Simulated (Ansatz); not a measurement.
# Geometry relaxation of CH$_{7}$GaO (part 1 of 2)

The run: geometry relaxation of CH$_{7}$GaO. Method and program: RKS B3LYP-D4/def2-SVP (Ansatz 0.2.0).

The input holds or restrains some coordinates. It belongs to a series of runs on one base structure; here: pulled along the bonds that form and break, towards end A.

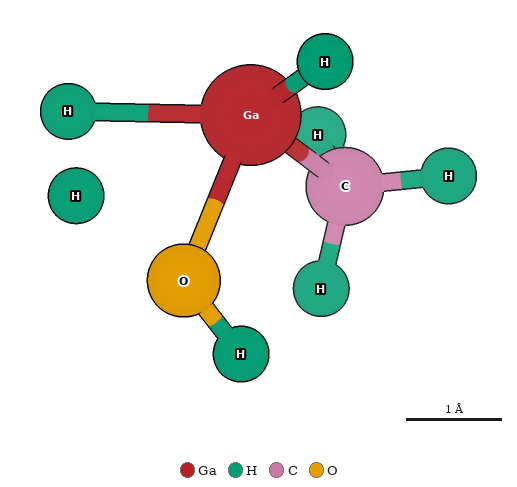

Fig. 1: The input geometry (ball-and-stick view, seen at a tilt). Sticks mark near contacts.

## Input
```yaml
crystal:
  periodic: [false, false, false]
  atoms:
    - { symbol: Ga, position_ang: [0.0, 0.0, 0.0] }
    - { symbol: H, position_ang: [0.0, 0.0, 1.92] }
    - { symbol: H, position_ang: [1.3596, 0.0, -0.785] }
    - { symbol: C, position_ang: [-1.7147, 0.0, -0.99] }
    - { symbol: H, position_ang: [-2.2748, -0.9305, -0.7608] }
    - { symbol: H, position_ang: [-2.3188, 0.8797, -0.6846] }
    - { symbol: H, position_ang: [-1.513, 0.0508, -2.0803] }
    - { symbol: O, position_ang: [0.0874, -1.9815, 0.659] }
    - { symbol: H, position_ang: [-0.4591, -2.5661, 0.0429] }
    - { symbol: H, position_ang: [0.0441, -1.0002, 1.8157] }
basis:
  gaussian: { orbitals: def2-SVP }
hamiltonian:
  xc: b3lyp
  dispersion: d4
relax:
  f_tol: 0.15
  max_steps: 25
  restrain:
    - { distance: [0, 7], at: 2.99, k: 30.0 }
    - { distance: [9, 1], at: 1.86, k: 30.0 }
    - { distance: [0, 1], at: 1.57, k: 30.0 }
    - { distance: [9, 7], at: 1.01, k: 30.0 }
output:
  orbitals: {}
```

Hardware: 2 threads of Arm Neoverse V1, 24 GiB of memory available, shared host.

Launch command:
```bash
ansatz run input.yaml --threads 2 --pin off --max-ram 3072MiB --backend cpu --events-out ev --progress --plain --runs-dir out
```

## Log
```
The last accepted step is kept in [file] (removed where the run ends without a failure and the disk answers)
Engine: ansatz 0.2.0, aarch64-unknown-linux-gnu
Functional definition: B3LYP
  parameter a0 = 0.2
  parameter ax = 0.72
  parameter ac = 0.81
  exchange = (1 - a0 - ax)*slater_x + ax*b88_x + a0*exact_x
  correlation = (1 - ac)*vwn_rpa_c + ac*lyp_c
1027 factors; integrals over basis functions are off by at most 6.2e-4 eV
mean field evaluation 1: about -55555.6010 eV, gradient 7.4e1 eV
mean field evaluation 2: about -55473.1768 eV, gradient 1.8e2 eV
mean field evaluation 4: about -55566.2595 eV, gradient 1.1e1 eV
mean field evaluation 8: about -55566.5871 eV, gradient 5.2e-1 eV
mean field evaluation 16: about -55566.5878 eV, gradient 1.2e-5 eV
mean field -55566.58776640 eV, -2042.0344360293 hartree, gradient 1.2e-5 eV, S^2 0.000000; 0 other end points of the search recorded, 0 dependent functions left out
the calculation of the forces begins
reference -55566.58801536 eV, -2042.0344451782 hartree; 26, 26 occupied and 69, 69 virtual orbitals, 1027 factors
relax step   1: F+E_penalty+E_count = -55566.85933103 eV  Δ(F+E_penalty+E_count) = +0.000e0 eV  max|allowed force component| = 3.073e0 eV/Å  E_restraint = 28.77429351 eV  max|allowed force component, restraints' pulls added| = 3.426e1 eV/Å  Δτ_max = 0.0000 Å  (28 SCF iters, accepted)
  distance Ga 0 - O 7 = 2.0900 Å
  distance H 9 - H 1 = 1.0066 Å
  distance Ga 0 - H 1 = 1.9200 Å
  distance H 9 - O 7 = 1.5175 Å
these checks for a lower state are left out or cut short: starts, cluster_reference, orbital_swaps, neighbouring_geometries, increment
1027 factors; integrals over basis functions are off by at most 8.3e-4 eV
mean field -55566.21058929 eV, -2042.0205750263 hartree, gradient 5.5e-5 eV, S^2 0.000000; 0 other end points of the search recorded, 0 dependent functions left out
[... from here on the field's lines of each further geometry are left out, up to the last ...]
relax step   2: F+E_penalty+E_count = -55566.46787814 eV  Δ(F+E_penalty+E_count) = +3.915e-1 eV  max|allowed force component| = 2.757e0 eV/Å  E_restraint = 13.78853289 eV  max|allowed force component, restraints' pulls added| = 2.409e1 eV/Å  Δτ_max = 0.1950 Å  (30 SCF iters, accepted)
relax step   3: F+E_penalty+E_count = -55566.98919549 eV  Δ(F+E_penalty+E_count) = -5.213e-1 eV  max|allowed force component| = 3.451e0 eV/Å  E_restraint = 4.63596406 eV  max|allowed force component, restraints' pulls added| = 1.361e1 eV/Å  Δτ_max = 0.1949 Å  (29 SCF iters, accepted)
relax step   4: F+E_penalty+E_count = -55567.73000693 eV  Δ(F+E_penalty+E_count) = -7.408e-1 eV  max|allowed force component| = 2.034e0 eV/Å  E_restraint = 0.48598870 eV  max|allowed force component, restraints' pulls added| = 5.813e0 eV/Å  Δτ_max = 0.1949 Å  (27 SCF iters, accepted)
relax step   5: F+E_penalty+E_count = -55567.99105847 eV  Δ(F+E_penalty+E_count) = -2.611e-1 eV  max|allowed force component| = 2.525e0 eV/Å  E_restraint = 0.02604278 eV  max|allowed force component, restraints' pulls added| = 2.543e0 eV/Å  Δτ_max = 0.1947 Å  (28 SCF iters, accepted)
relax step   6: F+E_penalty+E_count = -55568.23369211 eV  Δ(F+E_penalty+E_count) = -2.426e-1 eV  max|allowed force component| = 1.718e0 eV/Å  E_restraint = 0.01026205 eV  max|allowed force component, restraints' pulls added| = 1.719e0 eV/Å  Δτ_max = 0.1998 Å  (28 SCF iters, accepted)
relax step   7: F+E_penalty+E_count = -55568.32996149 eV  Δ(F+E_penalty+E_count) = -9.627e-2 eV  max|allowed force component| = 1.122e0 eV/Å  E_restraint = 0.00707689 eV  max|allowed force component, restraints' pulls added| = 5.324e-1 eV/Å  Δτ_max = 0.2000 Å  (27 SCF iters, accepted)
relax step   8: F+E_penalty+E_count = -55568.37353665 eV  Δ(F+E_penalty+E_count) = -4.358e-2 eV  max|allowed force component| = 8.602e-1 eV/Å  E_restraint = 0.00872572 eV  max|allowed force component, restraints' pulls added| = 5.107e-1 eV/Å  Δτ_max = 0.1995 Å  (27 SCF iters, accepted)
relax step   9: F+E_penalty+E_count = -55568.39650754 eV  Δ(F+E_penalty+E_count) = -2.297e-2 eV  max|allowed force component| = 8.706e-1 eV/Å  E_restraint = 0.01246850 eV  max|allowed force component, restraints' pulls added| = 9.619e-2 eV/Å  Δτ_max = 0.1503 Å  (27 SCF iters, accepted)
relax step  10: F+E_penalty+E_count = -55568.39111542 eV  Δ(F+E_penalty+E_count) = +5.392e-3 eV  max|allowed force component| = 1.146e0 eV/Å  E_restraint = 0.01119483 eV  max|allowed force component, restraints' pulls added| = 7.258e-1 eV/Å  Δτ_max = 0.1933 Å  (26 SCF iters, rejected (line search))
relax step  11: F+E_penalty+E_count = -55568.40288114 eV  Δ(F+E_penalty+E_count) = -6.374e-3 eV  max|allowed force component| = 8.314e-1 eV/Å  E_restraint = 0.00991450 eV  max|allowed force component, restraints' pulls added| = 1.378e-1 eV/Å  Δτ_max = 0.0923 Å  (24 SCF iters, accepted)
relax step  12: F+E_penalty+E_count = -55568.40564206 eV  Δ(F+E_penalty+E_count) = -2.761e-3 eV  max|allowed force component| = 8.520e-1 eV/Å  E_restraint = 0.01041038 eV  max|allowed force component, restraints' pulls added| = 2.593e-1 eV/Å  Δτ_max = 0.0962 Å  (24 SCF iters, accepted)
the calculation of the forces begins
reference -55568.19057187 eV, -2042.0933380440 hartree; 26, 26 occupied and 69, 69 virtual orbitals, 1027 factors
relax step  13: F+E_penalty+E_count = -55568.40971948 eV  Δ(F+E_penalty+E_count) = -4.077e-3 eV  max|allowed force component| = 8.428e-1 eV/Å  E_restraint = 0.01075433 eV  max|allowed force component, restraints' pulls added| = 1.196e-2 eV/Å  Δτ_max = 0.0407 Å  (25 SCF iters, accepted)
  distance Ga 0 - O 7 = 2.9773 Å
  distance H 9 - H 1 = 1.8661 Å
  distance Ga 0 - H 1 = 1.5778 Å
  distance H 9 - O 7 = 0.9886 Å
1027 factors; integrals over basis functions are off by at most 8.4e-4 eV
mean field evaluation 96: about -55558.6992 eV, gradient 6.9e1 eV
```

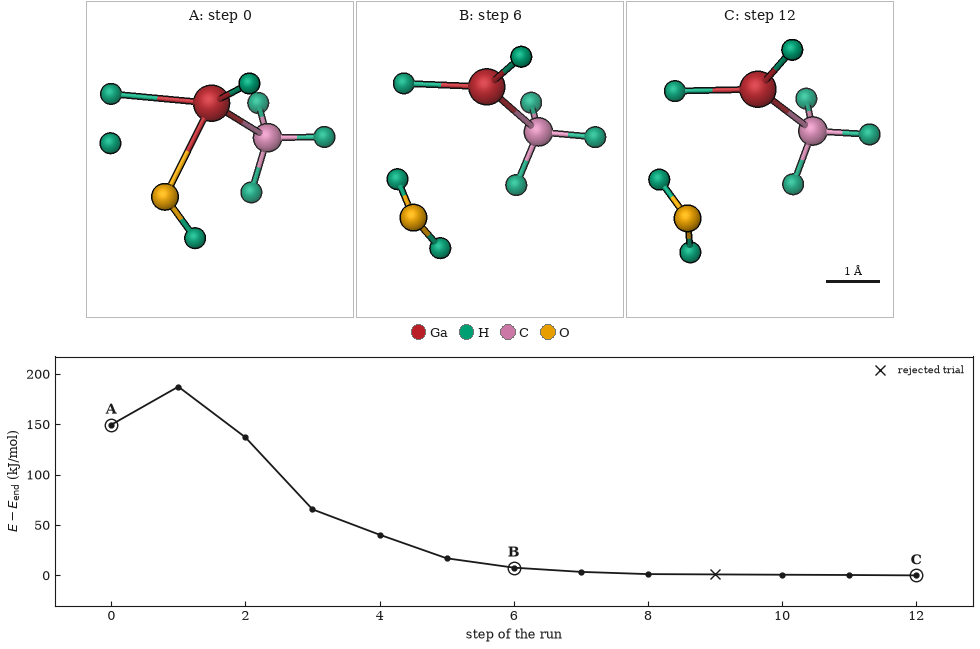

Fig. 2: Frames of the restrained relaxation (ball-and-stick view, seen at a tilt) above the curves, on which the letters mark them (the first geometry is step 0 here and step 1 in the log).

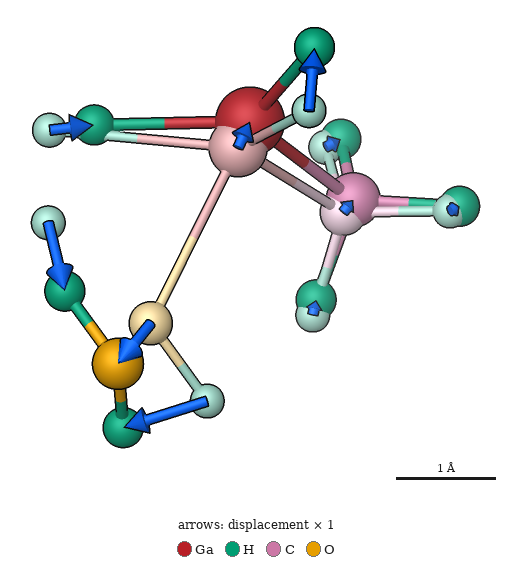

Fig. 3: Start (faint) and end (solid) with the displacements as blue arrows, at true length (ball-and-stick view, seen at a tilt). The two geometries are laid on each other by the best rigid fit. The energy falls by 149.6 kJ/mol in 12 geometry steps. Largest force component: 3.1 eV/Å at the start, 0.84 eV/Å at the end. The line search rejected the trial step at point 9 (counted from 0) and went back. The atom that moves furthest after the best rigid fit is H9 (0.90 Å). Largest moves by element: H 0.90 Å, O 0.60 Å, Ga 0.30 Å, C 0.16 Å. Among the contacts that change: Ga1–O8 2.090 → 2.977 Å, O8–H10 1.517 → 0.989 Å, Ga1–H2 1.920 → 1.578 Å, O8–H9 1.010 → 0.968 Å. New bonds form: O8–H10 (1.52 → 0.99 Å). Bonds break: Ga1–O8 (2.09 → 2.98 Å). Among the angles that change: H3–Ga1–C4 120.0° → 123.7°, Ga1–C4–H7 109.5° → 112.5°, H5–C4–H6 109.4° → 107.1°. (Atoms are counted from 1 in the order of the input.)

```
mean field -55568.19032724 eV, -2042.0933290540 hartree, gradient 5.9e-5 eV, S^2 0.000000; 1 other end points of the search recorded, 0 dependent functions left out
the calculation of the forces begins
reference -55568.19057187 eV, -2042.0933380440 hartree; 26, 26 occupied and 69, 69 virtual orbitals, 1027 factors
Total energy: -55568.40996411 eV, -2042.1014005601 hartree
Atom 0 at     0.008081     0.285108    -0.084253 Å, force     0.040859    -0.323955    -0.098733 eV/Å
Atom 1 at    -0.032251     0.100558     1.482172 Å, force    -0.025235     0.154732     0.224844 eV/Å
Atom 2 at     1.379712     0.661757    -0.756399 Å, force    -0.008995    -0.008363     0.004789 eV/Å
Atom 3 at    -1.700789     0.151503    -1.075018 Å, force     0.008141     0.002262    -0.011965 eV/Å
Atom 4 at    -2.243491    -0.761772    -0.781718 Å, force    -0.010696     0.004562    -0.002036 eV/Å
Atom 5 at    -2.346387     1.009358    -0.818933 Å, force     0.000422    -0.000570     0.002007 eV/Å
Atom 6 at    -1.555203     0.142635    -2.165448 Å, force    -0.001882    -0.003386     0.004872 eV/Å
Atom 7 at     0.230879    -2.509025     0.919532 Å, force    -0.085697     0.842827     0.279130 eV/Å
Atom 8 at    -0.665328    -2.871289     0.863298 Å, force     0.008080     0.005862     0.008799 eV/Å
Atom 9 at     0.135476    -1.756633     1.553667 Å, force     0.075004    -0.673971    -0.411707 eV/Å
Dipole moment:    -0.431052     0.018124     0.091056 e Å
```

## Trajectory as extended XYZ (Å, eV, eV/Å), 13 frames, from step=1 to step=13
```
10
Properties=species:S:1:pos:R:3:forces:R:3 step=1 energy=-55566.85933
Ga    0.0000    0.0000    0.0000    0.3289  -3.0734  -0.5662
H     0.0000    0.0000    1.9200    0.2059  -1.1005   0.0849
H     1.3596    0.0000   -0.7850    0.2972   0.8547   0.3961
C    -1.7147    0.0000   -0.9900   -0.5469   0.7480   0.4556
H    -2.2748   -0.9305   -0.7608    0.1884   0.3190   0.0396
H    -2.3188    0.8797   -0.6846   -0.1611  -0.3149  -0.3464
H    -1.5130    0.0508   -2.0803    0.0769   0.0643   0.3364
O     0.0874   -1.9815    0.6590   -0.5924   0.5149  -0.9800
H    -0.4591   -2.5661    0.0429    0.7816   0.9652   1.5867
H     0.0441   -1.0002    1.8157   -0.5785   1.0229  -1.0065
10
Properties=species:S:1:pos:R:3:forces:R:3 step=2 energy=-55566.46788
Ga   -0.0028    0.1214    0.0188    0.4249  -2.3747   0.4029
H    -0.0041    0.1279    1.8583    0.1182  -0.4893  -0.7804
H     1.3610    0.0098   -0.7802    0.0494   0.6777   0.3628
C    -1.7171    0.0070   -0.9860   -0.1354   0.4491   0.2277
H    -2.2723   -0.9274   -0.7596    0.2024   0.3237   0.0870
H    -2.3228    0.8789   -0.6878   -0.3156  -0.1500  -0.2672
H    -1.5122    0.0516   -2.0767    0.0042   0.0552   0.3537
O     0.0882   -2.0785    0.7592    0.4775   1.6696   0.2898
H    -0.4538   -2.5613    0.0568    0.2160   1.0938   2.0808
H     0.0466   -1.1772    1.7339   -1.0417  -1.2551  -2.7570
10
Properties=species:S:1:pos:R:3:forces:R:3 step=3 energy=-55566.98920
Ga   -0.0034    0.2533    0.0411    0.3878  -1.9599   0.5538
H    -0.0062    0.2327    1.7867    0.0154   0.3316  -1.1265
H     1.3587    0.0160   -0.7760   -0.1697   0.6598   0.3549
C    -1.7152    0.0114   -0.9835    0.1890   0.4313   0.1220
H    -2.2695   -0.9239   -0.7581    0.2418   0.3012   0.1490
H    -2.3269    0.8773   -0.6907   -0.4273  -0.0794  -0.2449
H    -1.5126    0.0520   -2.0734   -0.0421   0.0476   0.3060
O     0.1054   -2.1668    0.8531    0.5249   1.3829   0.7710
H    -0.4551   -2.5465    0.0865    0.3897   1.6796   2.5657
H     0.0355   -1.3532    1.6511   -1.1096  -2.7947  -3.4510
10
Properties=species:S:1:pos:R:3:forces:R:3 step=4 energy=-55567.73001
Ga   -0.0023    0.3776    0.0595    0.2813  -2.0343  -0.2884
H    -0.0034    0.3099    1.6811   -0.0327   0.5497  -0.4115
H     1.3480    0.0390   -0.7647   -0.2413   0.7190   0.3230
C    -1.7068    0.0243   -0.9799    0.2767   0.4996   0.1788
H    -2.2575   -0.9135   -0.7518    0.3126   0.2707   0.2108
H    -2.3426    0.8759   -0.6989   -0.4569  -0.0403  -0.2391
H    -1.5138    0.0546   -2.0680   -0.0143   0.0611   0.1876
O     0.1277   -2.2956    0.9508    0.3330  -0.5351  -0.7947
H    -0.4482   -2.4985    0.1526    0.4804   1.2594   2.0125
H     0.0095   -1.5214    1.5562   -0.9388  -0.7498  -1.1790
```
